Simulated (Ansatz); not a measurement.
## Computed generalised stacking-fault energy along a line: MgO (rock salt)

MgO (rock salt) is sheared across one {100} plane: the third cell vector gains the shift, so faults repeat every 6.4 Å. The cut lies between planes 2.13 Å apart; the cell height is held.

```xyz
6
Lattice="3.0079 0.0000 0.0000 0.0000 3.0079 0.0000 1.5039 1.5039 6.3806" Properties=species:S:1:pos:R:3 pbc="T T T"
O      1.2533     1.2533     5.3172
O      1.2533     1.2533     1.0634
O      2.7572     2.7572     3.1903
Mg     2.7572     2.7572     5.3172
Mg     2.7572     2.7572     1.0634
Mg     1.2533     1.2533     3.1903
```

In-plane vectors a = (3.008, 0.000) Å, b = (0.000, 3.008) Å, area 9.05 Å². The shift is s times the vector a (length 3.008 Å), so s = 1 restores the start. The shift is rigid: no atom relaxes. γ = [E(shift) − E(0)] / area.

All values below come from PBE (plane waves to 420 eV, PAW, scalar-relativistic; Ansatz, a quantum-chemistry and plane-wave program). k mesh 9×9×9 (Γ-centred), Fermi-Dirac smearing 0.05 eV. E is the zero-smearing estimate. Compression counts positive. Faults lie only 6.4 Å apart, and holding the cell height and the atoms raises γ above its relaxed value. MgO was relaxed with its symmetry unable to fall. The zero of γ is zero shift.

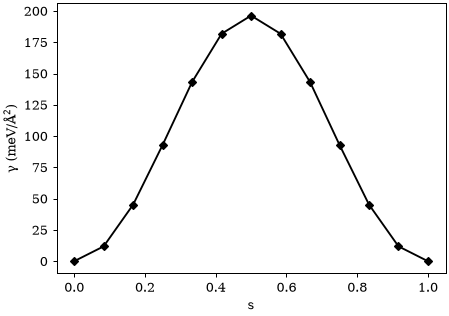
Figure. γ (meV/Å²) against s; one marker a computed point (the last repeats the first, one period on).

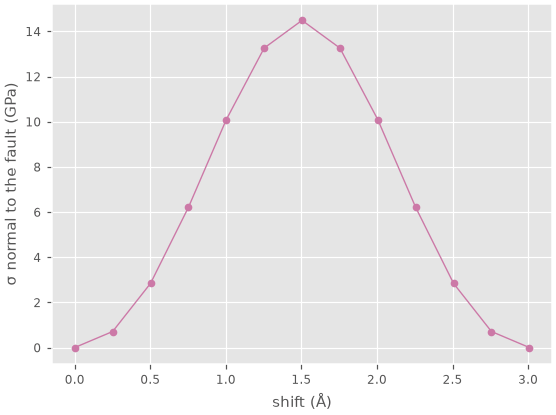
Figure: σ normal to the fault (GPa) against shift (Å); markers are the computed points, lines only join them (the last repeats the first, one period on).

The highest computed γ on the line is 3.15 J/m² and the steepest slope dγ/d(shift) before the first maximum (spline) is 33 GPa. Position of the highest point: s = 0.500. Local minima between the ends: no computed point is one.

A slope of 1 mJ/m² per Å is 0.01 GPa.

(The slope of γ gives the shear force per area between the displaced halves; near zero shift its curvature is an elastic stiffness.)
